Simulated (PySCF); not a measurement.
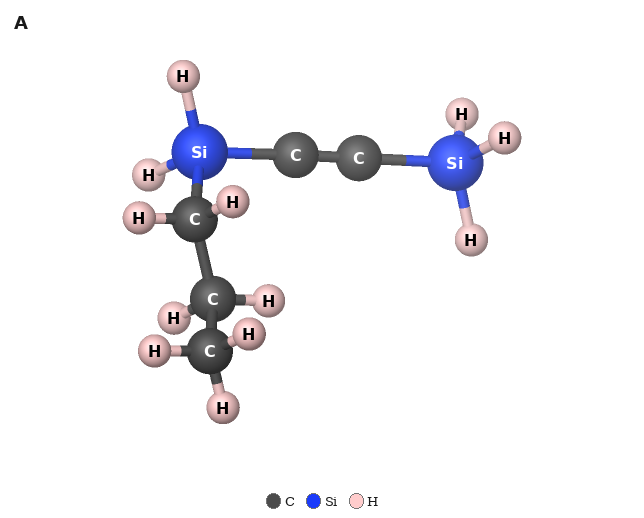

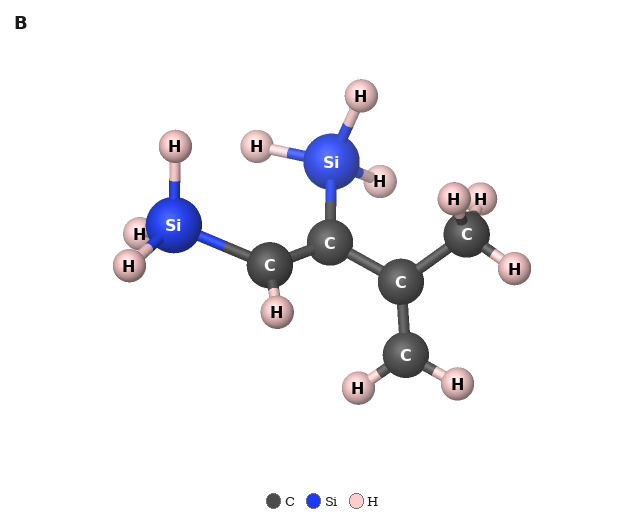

2 stationary structures of one formula. Geometries: GFN2-xTB. Electronic energies: PBE0/def2-SVPD (PySCF 2.14.0), without zero-point energy. No frequency run is at hand to confirm each as a minimum. Each is one conformer, not always the lowest.

Question: How are they related?

Answer: They are constitutional isomers of C5H12Si2: A `CCC[SiH2]C#C[SiH3]`, B `C=C(C)/C([SiH3])=C/[SiH3]`.

Question: Rank them by energy, lowest first.

Answer: A is lowest; B lies 6.1 kcal/mol above it.

The geometry is semi-empirical. Around Si such bond lengths and angles can be off by a tenth of an ångström or more and by several degrees, and values that hang on the shape move with them.
